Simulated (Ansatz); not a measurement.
The structure in question:

```
CELL_PARAMETERS angstrom
3.07881 0.00000 0.00000
-1.53941 2.66633 0.00000
0.00000 0.00000 20.13868
ATOMIC_POSITIONS crystal
Si 0.33333 0.66667 0.87519
Si 0.33333 0.66667 0.62499
Si 0.00000 0.00000 0.00010
Si 0.66667 0.33333 0.75011
Si 0.66667 0.33333 0.37519
Si 0.33333 0.66667 0.25011
Si 0.00000 0.00000 0.50010
Si 0.66667 0.33333 0.12499
C 0.33333 0.66667 0.34412
C 0.66667 0.33333 0.21872
C 0.66667 0.33333 0.84412
C 0.00000 0.00000 0.59385
C 0.33333 0.66667 0.96892
C 0.00000 0.00000 0.09385
C 0.33333 0.66667 0.71872
C 0.66667 0.33333 0.46892
```

Q: Characterise the structure given above.

A: Chemical formula SiC. The lattice is primitive hexagonal and the space group P6_3mc (No. 186). Cell content 8 Si, 8 C; Z = 8. Around each Si lie four C in a tetrahedral arrangement at 1.88 to 1.89 Å. C is coordinated by four Si in a tetrahedral arrangement at 1.88 to 1.89 Å. The bonds build a three-dimensional framework.

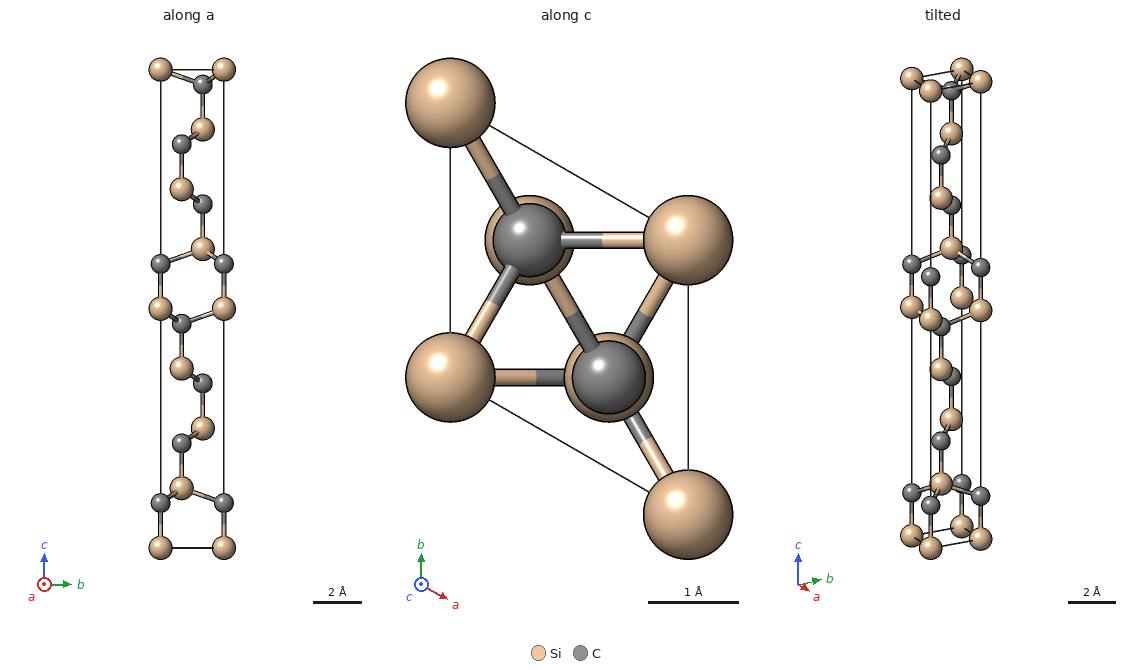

Drawn in the ball-and-stick manner and seen along the a axis, along the c axis and slightly off an axis. Lines trace the edges of the conventional unit cell.

The initial geometry was a structure listed in the Materials Project. Earlier steps of the study may have refined or changed the cell and positions. It was run through Ansatz as a DFT input.
